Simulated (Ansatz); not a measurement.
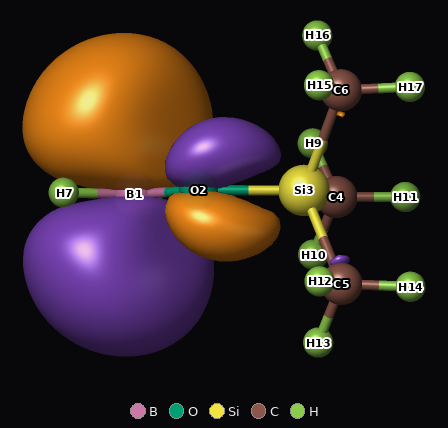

Figure 1: C$_{3}$H$_{11}$BOSi. One frontier orbital at ±0.08 Å⁻³ᐟ² (orange and purple are the two phases), seen at an oblique angle.

Geometry: PBE0-D4/def2-TZVP.

Level of theory: Ansatz 0.2.0, RKS PBE0-D4/def2-TZVPP.

```tsv
atom	x (Å)	y (Å)	z (Å)
B	-0.8201	-2.3072	-0.8271
O	-0.3611	-1.4893	0.1294
Si	0.0809	0.1231	0.1973
C	-0.1502	0.9315	-1.4664
C	1.8687	0.1535	0.7161
C	-1.0114	0.9098	1.4834
H	-1.0468	-3.4512	-0.5383
H	-1.0004	-1.9029	-1.9487
H	-1.1916	0.8864	-1.7941
H	0.4633	0.4541	-2.2343
H	0.1390	1.9850	-1.4136
H	2.0065	-0.3663	1.6673
H	2.5024	-0.3336	-0.0294
H	2.2226	1.1808	0.8380
H	-0.9099	0.3999	2.4445
H	-2.0624	0.8648	1.1870
H	-0.7483	1.9611	1.6291
```

**Which orbital is it: HOMO or LUMO?**

The LUMO, at −0.34 eV. By Hirshfeld shares it lies mainly on B1 (about 65 %), O2 (about 15 %), H7 (about 10 %) and H8 (about 10 %).
